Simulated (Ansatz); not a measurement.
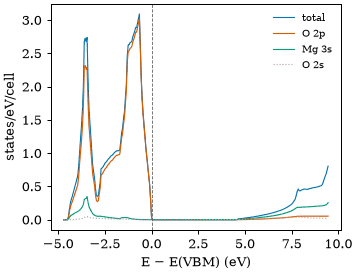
Figure. Total and projected density of states of MgO (rock salt, Fm-3m), DFT-PBE in the program Ansatz with PAW potentials

### Question
Which orbitals carry the states next to the gap?

### Answer
Top 1 eV of the valence band: O 2p 98 %. Bottom 1 eV of the conduction band: Mg 3s 56 %, O 2s 34 %, O 2p 9 %. Projections are on Löwdin-orthogonalised atomic valence shells; empty p or d shells of many metals are not among them.

### Question
Where is the tallest occupied peak in this window, and what makes it?

### Answer
Near -0.6 eV, about 3.1 states/eV per cell; the largest projected share is O 2p.

The cell was relaxed with PBE under the symmetry of its start.

Potentials: the earlier of the program's two PAW sets.
